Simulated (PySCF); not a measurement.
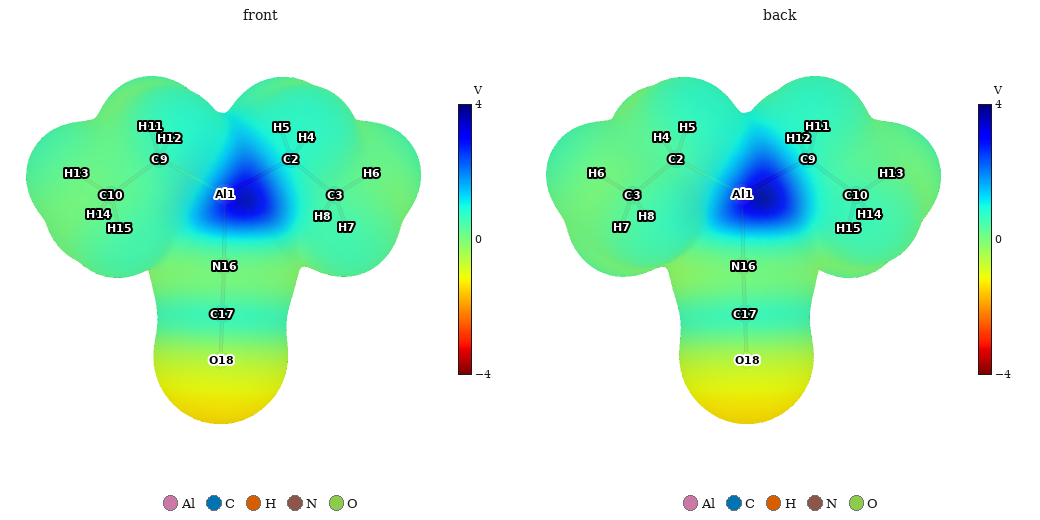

*C₅H₁₀AlNO (AlEt2(NCO)). The molecular electrostatic potential painted on the density surface at 0.002 e/bohr³, seen from the front and from behind; the colour scale runs from red (negative) to blue (positive).*

Geometry: PBE0-D3(BJ)/def2-SVP.

The calculation used CAM-B3LYP/def2-SVPD, SCF density, gas phase in PySCF.

```xyz
18

Al    0.0569    0.1421    0.0457
C     1.9643    0.2012    0.4775
C     2.6210   -1.1311    0.8410
H     2.0901    0.9295    1.3021
H     2.4879    0.6733   -0.3754
H     3.6860   -1.0145    1.1004
H     2.1263   -1.6099    1.7009
H     2.5679   -1.8530    0.0104
C    -1.0254    1.6304   -0.6207
C    -2.4501    1.2829   -1.0529
H    -0.4747    2.1213   -1.4449
H    -1.0429    2.3967    0.1791
H    -3.0245    2.1736   -1.3563
H    -2.4585    0.5868   -1.9067
H    -3.0148    0.7910   -0.2451
N    -0.8003   -1.4122    0.3147
C    -1.3937   -2.4431    0.4748
O    -1.9718   -3.4483    0.6329
```

Question: Where is the surface potential most negative and most positive?

Answer: The most negative region (about −1.4 V) lies over O18, the most positive (about +3.4 V) over Al1. O18 is the likeliest acceptor of a hydrogen bond.

Question: What dipole moment does the calculation give?

Answer: Its dipole moment is 3.26 D.
